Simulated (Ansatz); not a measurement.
# Free carriers and the phonons of InP (F-43m)

Aim: how far do free carriers move the optical modes of InP (F-43m)?

Program: Ansatz 0.2.0. Level of theory: DFT LDA, scalar-relativistic, plane waves, PAW; PAW set soft_1. Results are calculated unless marked as measured.

The database entry behind the starting cell differs from later determinations by our own check (0.1 to 0.3 % short, probably kX units), so it need not match the best structure at ambient conditions.

## Step 1: Set-up

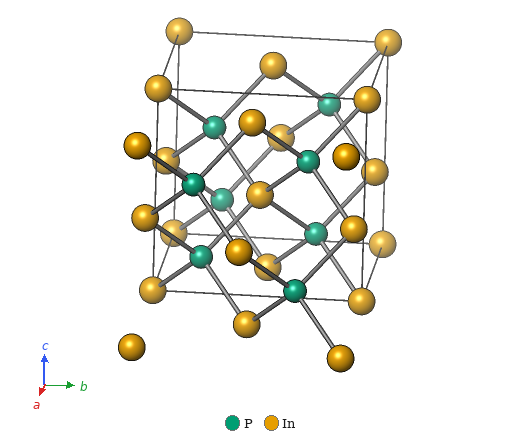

Start, viewed slightly off an axis; phosphorus teal, indium orange. 2×1×1 cells are drawn. This picture shows the conventional cell, with its axes. Bonds to atoms that aren't drawn are left out. Some periodic images of atoms are drawn too.

## Step 2: Bringing the structure to rest

The cell and atoms are relaxed, since residual forces and stress would shift the frequencies.

The input, input.yaml:

```yaml
crystal:
  lattice:
    - [0.0, 2.9305, 2.9305]
    - [2.9305, 0.0, 2.9305]
    - [2.9305, 2.9305, 0.0]
  atoms:
    - { symbol: P, position: [0.75, 0.75, 0.75] }
    - { symbol: In, position: [0.0, 0.0, 0.0] }
kpoints:
  mp_grid: { grid: [10, 10, 10] }
hamiltonian:
  xc: lda
  pseudopotentials: { kind: paw, azcp: { folder: soft_1 }, xc_functional: pbe }
scf:
  occupations: { method: gaussian, width: 0.02 }
output:
  forces: true
  stress: true
  eigenvalues: true
relax:
  adjacent_minimum: "off"
  f_tol: 0.005
  max_steps: 80
  cell: { stress_tol: 0.05 }
```

Started as:

```bash
> ansatz run input.yaml --threads 8 --pin off --max-ram 16384MiB --backend cpu --events-out ev --progress --plain --runs-dir out
```

Numbers of over 12 decimals in the logs are rounded to 6 here.

What it wrote:

```text
Engine: ansatz 0.2.0, aarch64-unknown-linux-gnu
Pseudopotentials: kind: paw
Pseudopotential: P, paw, valence charge 5, recommended cutoff 420 eV (normal), soft_1/P.paw.azcp
Pseudopotential: In, paw, valence charge 13, recommended cutoff 420 eV (normal), soft_1/In.paw.azcp
Functional definition: SPW92
  exchange = slater_x
  correlation = pw_c
Crystal: 2 atoms, lattice volume = 50.333 Å³
Basis set: ecut = 420 eV, 941 PW (Γ)
Bands: 13, of which v1, the nominal top of the filled ones, is band 9 counted from 1 (8 counted from 0)
Symmetry: 24 space group operations
Space group: F-43m (ITA 216), of the structure as read, at distance tolerance 3.7e-5 Å
k-points: 47 of 1000 (time reversal used)
Non-local potential: P, projectors of the file, l = 0: 2, l = 1: 2, l = 2: 1
Non-local potential: In, projectors of the file, l = 0: 2, l = 1: 2, l = 2: 2, l = 3: 1
PAW form: soft (Blöchl's): semilocal exchange-correlation on the pseudo side does not see the compensation charge
PAW frozen core: P, regenerated for the run's functional, and the local potential with it (the file was generated under x = pbe(κ = 0.804, μ = 0.219515), c = pbe(β = 0.066725))
PAW frozen core: In, regenerated for the run's functional, and the local potential with it (the file was generated under x = pbe(κ = 0.804, μ = 0.219515), c = pbe(β = 0.066725))
PAW one-centre angular grid: P, 110 points (default); XC on 64 Gauss nodes
PAW one-centre angular grid: In, 590 points (default); XC on 64 Gauss nodes
Initial density: superposition of atomic densities (chi_scale 0.1, normalization cell, long waves kept (reshape's long-wave potential 0.00 eV rms))
Initial wavefunctions: pseudopotential atomic-orbital guess
Functional: x = slater, c = lda
SCF iter   1: F=—  HF=-6183.851426 eV  |F-HF|=—  |Δ(HF+E_count)|=         —  Δρ=3.22e-2  dr2=7.73e-1  ethr=3.10e-3  ⟨swp⟩=6.4  Hψ=4231  notcnv=0
preconditioner: auto → none  [insulator: Δε(μ)=0.809 eV  Ē_g=14.376 eV  σ=0.020 eV  W_gap=1.00  n_scr=14 (ndim 8)  ℏωp=22.2 eV  f_vac=0.000  D(μ)=0.00/eV (n_scr^D=0)  ε∞_Penn≈3.4]
SCF iter   2: F=—  HF=-6183.623914 eV  |F-HF|=—  |Δ(HF+E_count)|=   2.28e-1  Δρ=1.51e-2  dr2=9.15e-2  ethr=3.10e-3  ⟨swp⟩=3.5  Hψ=1533  notcnv=0
SCF iter   3: F=—  HF=-6183.603573 eV  |F-HF|=—  |Δ(HF+E_count)|=   2.03e-2  Δρ=5.75e-3  dr2=1.23e-2  ethr=5.08e-4  ⟨swp⟩=2.6  Hψ=1057  notcnv=0
SCF iter   4: F=—  HF=-6183.600942 eV  |F-HF|=—  |Δ(HF+E_count)|=   2.63e-3  Δρ=6.92e-4  dr2=1.12e-4  ethr=6.83e-5  ⟨swp⟩=3.1  Hψ=1210  notcnv=0
SCF iter   5: F=—  HF=-6183.600916 eV  |F-HF|=—  |Δ(HF+E_count)|=   2.61e-5  Δρ=1.38e-4  dr2=5.39e-6  ethr=6.22e-7  ⟨swp⟩=2.0  Hψ=1032  notcnv=0
SCF iter   6: F=—  HF=-6183.600913 eV  |F-HF|=—  |Δ(HF+E_count)|=   3.41e-6  Δρ=1.68e-5  dr2=1.11e-7  ethr=2.99e-8  ⟨swp⟩=2.9  Hψ=1041  notcnv=0
SCF iter   7: F=-6183.600913 eV  HF=-6183.600913 eV  |F-HF|=1.66e-9  |Δ(HF+E_count)|=   6.68e-9  Δρ=1.55e-6  dr2=1.98e-9  ethr=5.56e-10  ⟨swp⟩=6.9  Hψ=2992  notcnv=0
SCF 1 converged in 7 iterations: F = -6183.600913 eV  dr2 = 1.98e-9
  greatest PAW one-centre occupation: 0.982 electrons in one spin orbital (limit 2), on the In atom at site 1 (counted from 0), in its partial waves of l = 2
relax step   1: F+E_penalty+E_count = -6183.60091275 eV  Δ(F+E_penalty+E_count) = +0.000e0 eV  max|allowed force component| = 2.498e-16 eV/Å  Δτ_max = 0.0000 Å  P = -1.201 GPa  Ω = 50.333 Å³  (7 SCF iters, dr2 threshold 1.00e-7 eV, accepted)
Crystal: 2 atoms, lattice volume = 49.324 Å³
Initial density: handed on by an earlier stage of this run
Initial wavefunctions: those handed on with the density
iter 1 solved again at ethr=4.94e-6 eV; its pass at ethr=3.10e-3 eV (dr2=8.89e-4 eV) is discarded
SCF iter   1: F=—  HF=-6183.604573 eV  |F-HF|=—  |Δ(HF+E_count)|=         —  Δρ=1.01e-3  dr2=9.42e-4  ethr=4.94e-6  ⟨swp⟩=2.0  Hψ=4687  notcnv=0
preconditioner: auto → none  [insulator: Δε(μ)=0.600 eV  Ē_g=14.687 eV  σ=0.020 eV  W_gap=1.00  n_scr=14 (ndim 8)  ℏωp=22.4 eV  f_vac=0.005  D(μ)=0.00/eV (n_scr^D=0)  ε∞_Penn≈3.3]
SCF iter   2: F=—  HF=-6183.604287 eV  |F-HF|=—  |Δ(HF+E_count)|=   2.86e-4  Δρ=3.55e-4  dr2=6.67e-5  ethr=4.94e-6  ⟨swp⟩=2.0  Hψ=964  notcnv=0
SCF iter   3: F=—  HF=-6183.604274 eV  |F-HF|=—  |Δ(HF+E_count)|=   1.25e-5  Δρ=1.48e-4  dr2=9.03e-6  ethr=3.70e-7  ⟨swp⟩=2.1  Hψ=747  notcnv=0
SCF iter   4: F=—  HF=-6183.604274 eV  |F-HF|=—  |Δ(HF+E_count)|=   2.72e-9  Δρ=3.79e-5  dr2=6.40e-7  ethr=5.02e-8  ⟨swp⟩=1.6  Hψ=701  notcnv=0
SCF iter   5: F=-6183.604274 eV  HF=-6183.604274 eV  |F-HF|=1.97e-9  |Δ(HF+E_count)|=   7.51e-8  Δρ=4.72e-6  dr2=7.42e-9  ethr=1.11e-9  ⟨swp⟩=6.7  Hψ=3136  notcnv=0
SCF 2 converged in 5 iterations: F = -6183.604274 eV  dr2 = 7.42e-9
relax step   2: F+E_penalty+E_count = -6183.60427416 eV  Δ(F+E_penalty+E_count) = -3.361e-3 eV  max|allowed force component| = 5.551e-17 eV/Å  Δτ_max = 0.0000 Å  P = +0.193 GPa  Ω = 49.324 Å³  energy of the carried Pulay correction = +1.043e-4 eV  (5 SCF iters, dr2 threshold 2.00e-7 eV, accepted)
Crystal: 2 atoms, lattice volume = 49.462 Å³
iter 1 solved again at ethr=9.79e-8 eV; its pass at ethr=3.10e-3 eV (dr2=1.76e-5 eV) is discarded
SCF iter   1: F=—  HF=-6183.604346 eV  |F-HF|=—  |Δ(HF+E_count)|=         —  Δρ=1.39e-4  dr2=1.82e-5  ethr=9.79e-8  ⟨swp⟩=2.9  Hψ=4454  notcnv=0
preconditioner: auto → none  [insulator: Δε(μ)=0.573 eV  Ē_g=14.682 eV  σ=0.020 eV  W_gap=1.00  n_scr=14 (ndim 8)  ℏωp=22.4 eV  f_vac=0.008  D(μ)=0.00/eV (n_scr^D=0)  ε∞_Penn≈3.3]
SCF iter   2: F=—  HF=-6183.604340 eV  |F-HF|=—  |Δ(HF+E_count)|=   5.60e-6  Δρ=4.93e-5  dr2=1.35e-6  ethr=9.79e-8  ⟨swp⟩=2.0  Hψ=786  notcnv=0
SCF iter   3: F=—  HF=-6183.604340 eV  |F-HF|=—  |Δ(HF+E_count)|=   3.13e-7  Δρ=1.95e-5  dr2=1.70e-7  ethr=7.47e-9  ⟨swp⟩=2.9  Hψ=1059  notcnv=0
SCF iter   4: F=-6183.604340 eV  HF=-6183.604340 eV  |F-HF|=5.31e-9  |Δ(HF+E_count)|=   1.12e-8  Δρ=6.80e-6  dr2=1.91e-8  ethr=5.19e-10  ⟨swp⟩=6.0  Hψ=2973  notcnv=0
SCF 3 converged in 4 iterations: F = -6183.604340 eV  dr2 = 1.91e-8
relax step   3: F+E_penalty+E_count = -6183.60433984 eV  Δ(F+E_penalty+E_count) = -6.567e-5 eV  max|allowed force component| = 6.476e-17 eV/Å  Δτ_max = 0.0000 Å  P = -0.006 GPa  Ω = 49.462 Å³  energy of the carried Pulay correction = +8.999e-5 eV  (4 SCF iters, dr2 threshold 9.35e-8 eV, accepted)
Initial wavefunctions: pseudopotential atomic-orbital guess (no wavefunctions were taken with the density)
iter 1 solved again at ethr=1.23e-6 eV; its pass at ethr=3.10e-3 eV (dr2=2.22e-4 eV) is discarded
SCF iter   1: F=—  HF=-6183.604259 eV  |F-HF|=—  |Δ(HF+E_count)|=         —  Δρ=1.48e-5  dr2=3.43e-8  ethr=1.23e-6  ⟨swp⟩=3.1  Hψ=6064  notcnv=0
eigensolver tolerance schedule: the retry pair's looser diagonalisation over-reported the residual by 6474.53 of it (diagonalisation noise at an unbounded share of the residual, at the tolerance the schedule requests for it); recorded, not acted on — ethr = c·dr2/N_el stays at c = 1.0e-1
preconditioner: auto → none  [insulator: Δε(μ)=0.575 eV  Ē_g=14.681 eV  σ=0.020 eV  W_gap=1.00  n_scr=14 (ndim 8)  ℏωp=22.4 eV  f_vac=0.008  D(μ)=0.00/eV (n_scr^D=0)  ε∞_Penn≈3.3]
SCF iter   2: F=—  HF=-6183.604255 eV  |F-HF|=—  |Δ(HF+E_count)|=   3.80e-6  Δρ=7.49e-6  dr2=7.50e-9  ethr=1.91e-10  ⟨swp⟩=3.3  Hψ=1399  notcnv=0
SCF iter   3: F=—  HF=-6183.604255 eV  |F-HF|=—  |Δ(HF+E_count)|=   3.22e-9  Δρ=2.86e-6  dr2=6.36e-9  ethr=4.17e-11  ⟨swp⟩=2.0  Hψ=1034  notcnv=0
SCF iter   4: F=—  HF=-6183.604255 eV  |F-HF|=—  |Δ(HF+E_count)|=   2.08e-9  Δρ=7.71e-7  dr2=1.51e-10  ethr=3.53e-11  ⟨swp⟩=2.0  Hψ=765  notcnv=0
SCF iter   5: F=—  HF=-6183.604255 eV  |F-HF|=—  |Δ(HF+E_count)|=  7.64e-11  Δρ=2.18e-7  dr2=2.07e-11  ethr=1.00e-12  ⟨swp⟩=2.0  Hψ=989  notcnv=0
SCF iter   6: F=-6183.604255 eV  HF=-6183.604255 eV  |F-HF|=1.82e-12  |Δ(HF+E_count)|=  3.64e-12  Δρ=7.97e-8  dr2=1.14e-12  ethr=1.00e-12  ⟨swp⟩=7.4  Hψ=3296  notcnv=0
SCF 4 converged in 6 iterations: F = -6183.604255 eV  dr2 = 1.14e-12
relax step   4: F+E_penalty+E_count = -6183.60425493 eV  Δ(F+E_penalty+E_count) = +8.490e-5 eV  max|allowed force component| = 7.401e-17 eV/Å  Δτ_max = 0.0000 Å  P = -0.008 GPa  Ω = 49.462 Å³  stress off target by 7.78e-3 GPa  SCF on the basis re-selected at this cell (its energy is not comparable with the rows above)  (6 SCF iters)
basis re-selected at this cell: Δ(F+E_penalty+E_count) = +8.490e-5 eV, ΔP = -0.002 GPa vs the last step (what re-selecting the basis moved, of the pressure what is left beyond the Pulay correction that the steps carried, after the strain that the cell walked since its last selection, with what the two solves' SCF thresholds leave and, on support functions, any second-order correction that the steps lacked; it is no m [...]
SCF converged after 6 iterations
Free energy (F): -6183.604255 eV
Harris-Foulkes:  -6183.604255 eV  (|F-HF|=1.82e-12)
Internal energy: -6183.604255 eV  (E = F + TS)
E sigma→0 (E₀):  -6183.604255 eV
Fermi energy:    7.286481 eV
--- Per-component energies (eV) ---
  E_band       = -53.156005
  E_kinetic    = 289.150836
  E_local      = -1325.198406  (includes V_loc(G=0)·N_el)
  E_nonlocal   = 363.947144
  E_hartree    = 529.291290
  E_xc         = -214.136665
  E_vxc        = -151.772132  (∫ρ·V_xc dr)
  E_paw        = -4599.225457  (= ΣΔE_a)
  E_vpaw       = -287.866126  (= ΣTr[D̂ρ^β])
  E_aug_tail   = 0.000084  (compensation charges beyond the density's cutoff)
  E_ewald      = -1227.834968
  E_core_change = 0.401886  (= ΣΔE_core)
  E_smearing   = -0.000000  (= −TS)
  E_closure    = -0.000000  (closes the sum)
  Σ components = -6183.604255   (vs F -6183.604255, Δ=0.00e0)
--- Forces (eV/Å), atoms counted from 1 ---
  atom   1  P      0.00000000    -0.00000000    -0.00000000
  atom   2  In    -0.00000000    -0.00000000     0.00000000
  max |Σ_I F_I| component: 7.17e-17 eV/Å
--- Stress (GPa, compression-positive) ---
       -0.007779      -0.000000       0.000000
       -0.000000      -0.007779       0.000000
       -0.000000       0.000000      -0.007779
  P = ⅓ Tr σ = -0.0078 GPa (-0.078 kbar)
--- Band table (eV; the first three rows and the last of 47) ---
  k-point 0: bands = [... 5 lower, -4.6799, 6.9987, 6.9987, 6.9987, 7.5735, 10.9566, 10.9566, 10.9566]
  k-point 1: bands = [... 5 lower, -4.5608, 5.7768, 6.8670, 6.8670, 8.3972, 11.0256, 11.1506, 11.1506]
  k-point 2: bands = [... 5 lower, -4.2181, 4.2067, 6.5707, 6.5707, 8.7034, 11.5368, 11.5368, 11.6686]
  k-point 46: bands = [... 5 lower, -2.0982, 1.1830, 3.9780, 3.9962, 10.6614, 10.9615, 13.0406, 13.4536]
--- Relaxed structure (3 steps of the walk, 3 accepted, 1 SCFs on fresh bases) ---
  F+E_penalty+E_count = -6183.60425493 eV   max|allowed force component| = 7.401e-17 eV/Å   (the final SCF, on the basis selected at the relaxed cell)
  cell:  # Å, volume = 49.4619 Å³
    - [0, 2.913491, 2.913491]
    - [2.913491, 0, 2.913491]
    - [2.913491, 2.913491, 0]
  atoms:
    - { symbol: P, position: [0.75, 0.75, 0.75] }
    - { symbol: In, position: [0, 0, 0] }
```

Elapsed: 3.9 s, on 8 threads of Arm Neoverse N1, shared host; peak memory 0.38 GiB; 25 s of CPU time.

The steps of the relaxation:

| step | energy less that of the first step (eV) | largest force component (eV/Å) | pressure (GPa) | volume (Å³) |
| --- | --- | --- | --- | --- |
| 1 | 0.0000 | 0.0000 | -1.20 | 50.33 |
| 2 | -0.0034 | 0.0000 | 0.19 | 49.32 |
| 3 | -0.0034 | 0.0000 | -0.01 | 49.46 |
| 4* | -0.0033 | 0.0000 | -0.01 | 49.46 |

Relaxation steps marked * repeat the geometry before them on a plane-wave basis chosen anew for their cell, so energy and pressure can jump there.

The run keeps the 24 symmetry operations that it works with, so distortions that break them were not tested.

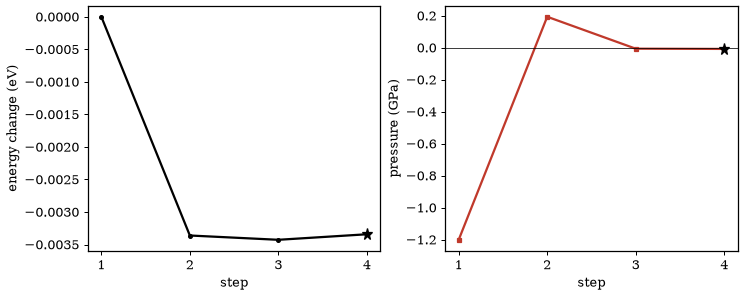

Energy and pressure along the relaxation. Stars mark steps on a basis chosen anew.

| conventional cell, symmetrised | before | after | change |
| --- | --- | --- | --- |
| a (Å) | 5.861 | 5.827 | -0.6 % |
| b (Å) | 5.861 | 5.827 | -0.6 % |
| c (Å) | 5.861 | 5.827 | -0.6 % |
| volume (Å³/atom) | 25.17 | 24.73 | -1.7 % |

The relaxed structure:

```cif
data_structure
_symmetry_space_group_name_H-M 'P 1'
_symmetry_Int_Tables_number 1
_cell_length_a 4.1203
_cell_length_b 4.1203
_cell_length_c 4.1203
_cell_angle_alpha 60.000
_cell_angle_beta 60.000
_cell_angle_gamma 60.000
_cell_volume 49.46
loop_
_atom_site_label
_atom_site_type_symbol
_atom_site_fract_x
_atom_site_fract_y
_atom_site_fract_z
_atom_site_occupancy
P1 P 0.75000 0.75000 0.75000 1
In2 In 0.00000 0.00000 0.00000 1
```

Numbers from this step:

```
pressure          : -0.007779 GPa
gap on the k-mesh : 0.5747 eV
volume per atom   : 24.73 Å³
```

In this step the volume went from 25.17 to 24.73 Å³/atom.

## Step 3: Tight relaxation

Phonons need small forces and stress, so the relaxation is finished with tight tolerances on 12×12×12 k points.

input.yaml, the sections that differ from step 2:

```yaml
crystal:
  lattice:
    - [0.0, 2.913490597, 2.913490597]
    - [2.913490597, 0.0, 2.913490597]
    - [2.913490597, 2.913490597, 0.0]
  atoms:
    - { symbol: P, position: [0.75, 0.75, 0.75] }
    - { symbol: In, position: [0.0, 0.0, 0.0] }
kpoints:
  mp_grid: { grid: [12, 12, 12] }
scf:
  occupations: { method: fixed }
relax:
  adjacent_minimum: "off"
  f_tol: 0.001
  max_steps: 60
  cell: { stress_tol: 0.01 }
# hamiltonian, output: as in step 2
```

What it wrote:

```text
[...]
Crystal: 2 atoms, lattice volume = 49.462 Å³
Basis set: ecut = 420 eV, 941 PW (Γ)
Bands: 13, of which v1, the nominal top of the filled ones, is band 9 counted from 1 (8 counted from 0)
Symmetry: 24 space group operations
[...]
k-points: 72 of 1728 (time reversal used)
[...]
k-point 71: bands = [... 5 lower, -2.0899, 1.1991, 3.9205, 3.9446, 11.1800, 11.3335, 12.4454, 13.0426]
--- Relaxed structure (1 steps of the walk, 1 accepted, 1 SCFs on fresh bases) ---
[...]
cell:  # Å, volume = 49.4619 Å³
    - [0.0, 2.913490597, 2.913490597]
    - [2.913490597, 0.0, 2.913490597]
    - [2.913490597, 2.913490597, 0.0]
  atoms:
    - { symbol: P, position: [0.75, 0.75, 0.75] }
    - { symbol: In, position: [0.0, 0.0, 0.0] }
[key lines of the parts left out:]
SCF converged after 6 iterations
Free energy (F): -6183.604708 eV
Fermi energy:    6.998362 eV
P = ⅓ Tr σ = -0.0038 GPa (-0.038 kbar)
```

It took 3 s on 8 threads; peak memory 0.4 GiB; 20 s of CPU time.

Little changed from the start: no atom moved by 0.005 Å and no cell edge by 0.1 %.

This step gave:

- pressure: -0.003758 GPa
- gap on the k-mesh: 0.5749 eV

The forces vanish by symmetry and the pressure is -0.004 GPa, within the tolerances set. The cell now holds 24.73 Å³/atom.

## Step 4: Ground state of a member: no carriers

The cell of the neutral crystal is kept with no carriers. The bands are sampled on 30×30×30 points with Fermi-Dirac filling of 0.03 eV.

input.yaml, the sections that differ from step 3:

```yaml
kpoints:
  mp_grid: { grid: [30, 30, 30] }
scf:
  occupations: { method: fermi_dirac, width: 0.03 }
# crystal, hamiltonian, output: as in step 3
# relax: removed
```

What it wrote:

```text
[...]
Crystal: 2 atoms, lattice volume = 49.462 Å³
Basis set: ecut = 420 eV, 941 PW (Γ)
Bands: 13, of which v1, the nominal top of the filled ones, is band 9 counted from 1 (8 counted from 0)
Symmetry: 24 space group operations
[...]
k-points: 752 of 27000 (time reversal used)
[...]
SCF iter   1: F=—  HF=-6183.863267 eV  |F-HF|=—  |Δ(HF+E_count)|=         —  Δρ=3.29e-2  dr2=7.92e-1  ethr=3.10e-3  ⟨swp⟩=6.4  Hψ=67668  notcnv=0
[...]
SCF iter   7: F=-6183.604895 eV  HF=-6183.604895 eV  |F-HF|=1.58e-9  |Δ(HF+E_count)|=   1.40e-8  Δρ=1.54e-6  dr2=1.92e-9  ethr=5.56e-10  ⟨swp⟩=7.0  Hψ=48649  notcnv=0
SCF 1 converged in 7 iterations: F = -6183.604895 eV  dr2 = 1.92e-9
[...]
SCF converged after 7 iterations
Free energy (F): -6183.604895 eV
[...]
Internal energy: -6183.604895 eV  (E = F + TS)
E sigma→0 (E₀):  -6183.604895 eV
Entropy (-TS):   -0.000000 eV (-0.000 meV/atom)
Fermi energy:    7.339757 eV
[...]
--- Stress (GPa, compression-positive) ---
       -0.000057       0.000000      -0.000000
       -0.000000      -0.000057       0.000000
       -0.000000       0.000000      -0.000057
  P = ⅓ Tr σ = -0.0001 GPa (-0.001 kbar)
--- Band table (eV; the first three rows and the last of 752) ---
  k-point 0: bands = [... 5 lower, -4.6804, 6.9981, 6.9981, 6.9981, 7.5732, 10.9565, 10.9565, 10.9565]
  k-point 1: bands = [... 5 lower, -4.6671, 6.7346, 6.9824, 6.9824, 7.7949, 10.9568, 10.9799, 10.9799]
  k-point 2: bands = [... 5 lower, -4.6272, 6.2777, 6.9369, 6.9369, 8.1224, 10.9698, 11.0474, 11.0474]
  k-point 751: bands = [... 5 lower, -2.0911, 1.1972, 3.9269, 3.9503, 11.0999, 11.2829, 12.5339, 13.0973]
```

Elapsed: 10 s, on 8 threads; peak memory 0.82 GiB.

The forces vanish by symmetry.

(Continued in part 2 of 2.)

[Logs are printed without paths, hosts, clocks, repeated set-up lines and the standing remarks that a program may print on its own settings, such as how far it seeks lower states.]

[Hosts, paths, dates, database ids (printed as entryN), source tags and the programs' standing remarks are cut or masked in the printed files.]
